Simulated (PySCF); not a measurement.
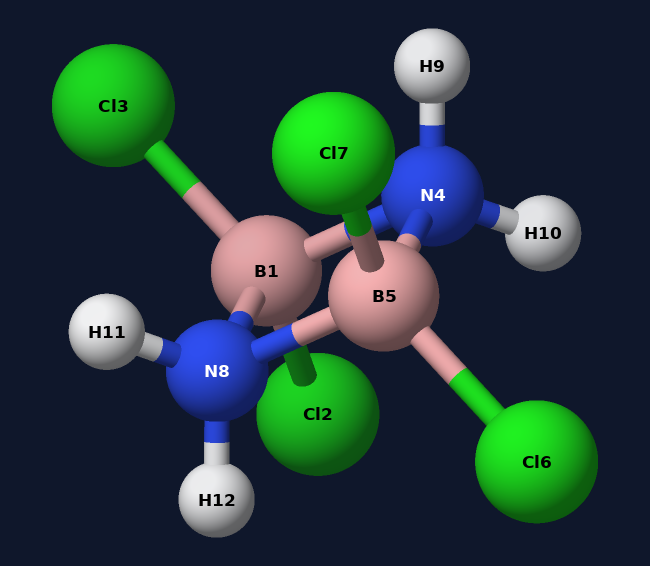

The computed structure is the end point of a PBE0-D3(BJ)/def2-SVP optimisation. No frequency run is at hand to confirm it as a minimum. Level of theory: delta-SCF UKS SCAN, pcX-2 on the ionised atom (unc-x2c-TZVPall on a metal), pcseg-1 elsewhere, spin-free X2C (PySCF 2.14.0).

Give the core-electron binding energies (to vacuum; p and d levels without spin–orbit splitting) of B1 1s, Cl2 1s, Cl2 2p, N4 1s.

| atom | level | binding energy (eV) |
| --- | --- | --- |
| B1 | 1s | 199.0 |
| Cl2 | 1s | 2828.7 |
| Cl2 | 2p | 206.6 |
| N4 | 1s | 407.3 |
